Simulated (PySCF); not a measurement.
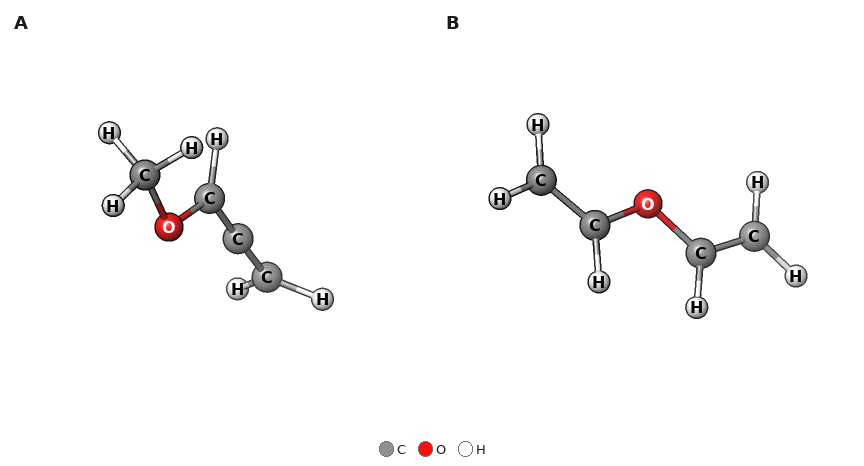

2 stationary structures of one formula. Geometries: GFN2-xTB. Electronic energies: PBE0/pcSseg-1 (PySCF 2.14.0), without zero-point energy. No frequency run is at hand to confirm each as a minimum. Each is one conformer, not always the lowest.

**How are they related?**

They are constitutional isomers of C4H6O: A `C=C=COC`, B `C=COC=C`.

**Which structure is the most stable?**

B is lowest; A lies 0.780 eV above it.
